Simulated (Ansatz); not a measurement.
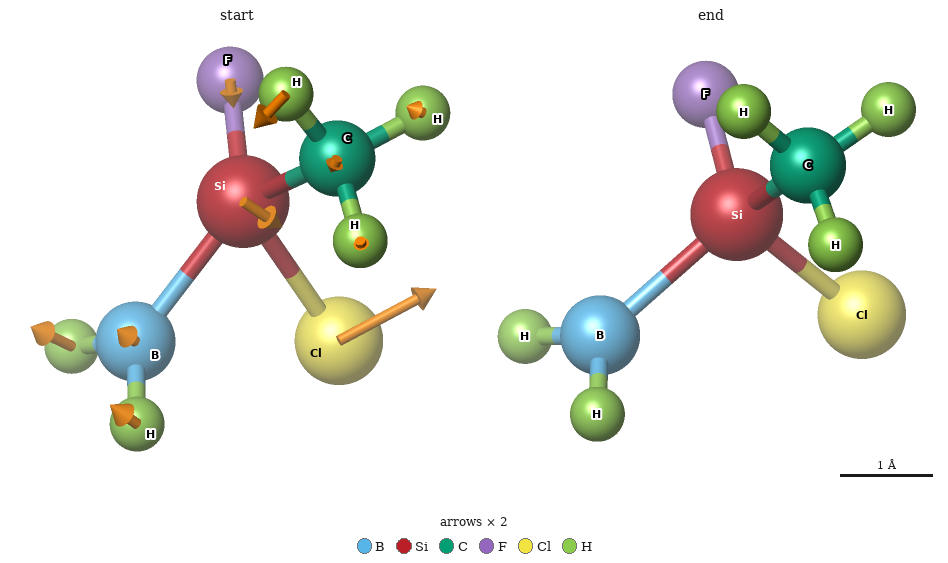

The structure of CH5BClFSi before (left) and after (right) a relaxation, at one scale. The orange arrows give the displacements, magnified 2 times.

A ball-and-stick model, seen from a free direction.

The start comes from PBE-D4/def2-SVP.

These are results of Ansatz 0.2.0, RKS PBE0-D4/def2-TZVP, not measurements. Settings: force threshold 0.005 eV/Å; at most 150 steps.

Q: Summarise the run.

A: After 15 geometry steps the energy has fallen by 3.34 kcal/mol. Largest force component: 1 eV/Å at the start, 0.0015 eV/Å at the end. The atom that moves furthest after the best rigid fit is the Cl atom (0.62 Å). By element the largest moves are Cl 0.62 Å, H 0.35 Å, Si 0.31 Å, B 0.17 Å, F 0.17 Å, C 0.10 Å. Among the contacts that change: B–Cl 2.394 → 3.082 Å, Cl–Si 2.175 → 2.070 Å, B–Si 1.953 → 1.997 Å, F–Si 1.640 → 1.600 Å. Among the angles between lasting bonds that change: B–Si–Cl 70.7° → 98.5°, B–Si–C 129.8° → 120.2°, B–Si–F 120.4° → 113.0°.
